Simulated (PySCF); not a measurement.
**GaBr: density, localisation and related maps**

```
atom   x (Å)   y (Å)    z (Å)
  Ga  0.0000  0.0000  -1.2704
  Br  0.0000  0.0000   1.1096
```

Level of theory: PBE0/cc-pVTZ(-PP), non-relativistic Hamiltonian with scalar-relativistic core potentials where named, at a bond length of 2.380 Å in PySCF.

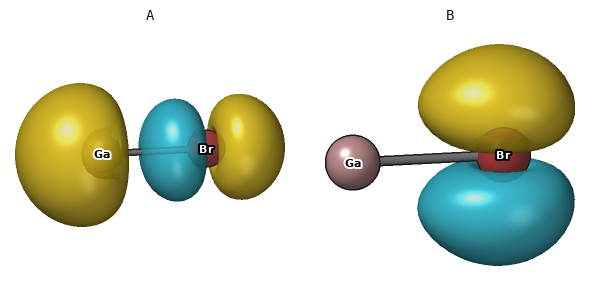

Figure 1. Two frontier orbitals, each drawn at the value that holds 80 % of its norm (yellow and cyan are the two phases), in no order; of a degenerate pair one member is drawn.

Name the orbitals and rank them from lowest to highest energy.

Orbital B: π, occupied, −8.10 eV; mainly on Br (90 %).
Orbital A: σ, occupied, −7.33 eV; shared between the atoms (Ga 55 %, Br 45 %).

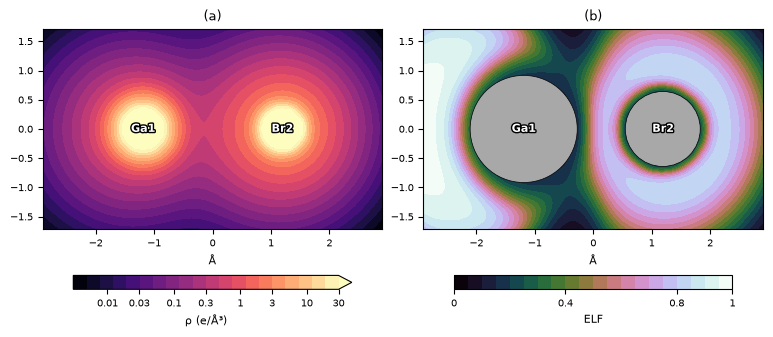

Figure 2. (a) total electron density; (b) electron localisation function on a plane that holds the molecular axis. Grey discs cover the atomic cores in the ELF map.

Read the bonding off the picture.

- The plane passes through Ga and Br nuclei.
- Ga–Br (2.38 Å): ρ at the midpoint is about 0.55 e/Å³, with its minimum of 0.49 e/Å³ about 1.0 Å from Ga; the ELF peaks at about 0.75 in the valence shell of Br, 1.0 Å from its nucleus, and is about 0.60 at the midpoint.
- The ELF also peaks beside Br2, away from the bonds: lone-pair regions.

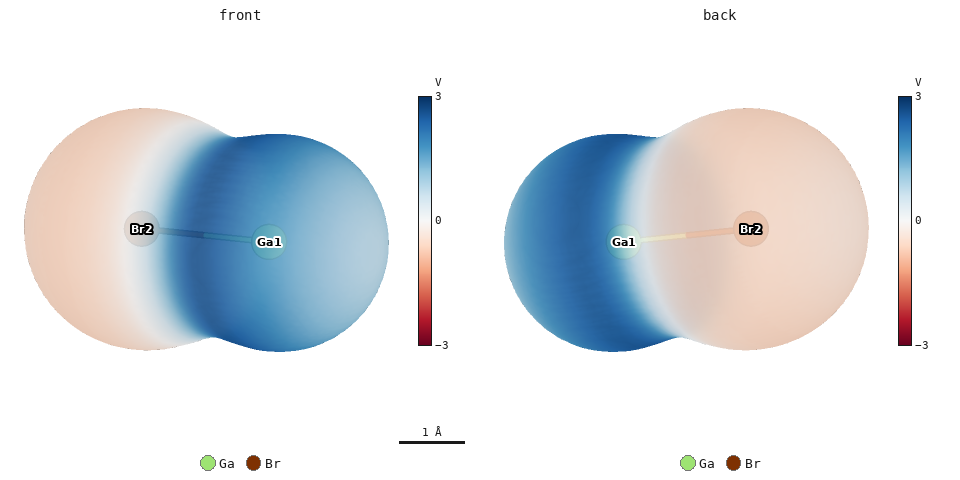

Figure 3. The molecular electrostatic potential painted on the density surface at 0.004 e/bohr³, seen from the front and from behind; red is negative and blue positive.

Which sites attract a positive test charge, and which a negative one?

A positive charge is drawn to the negative regions and a negative charge to the positive ones. The most negative region (about −0.6 V, or −14 kcal/mol for a unit charge) lies over Br2, the most positive (about +2.6 V, or +60 kcal/mol for a unit charge) over Ga1.
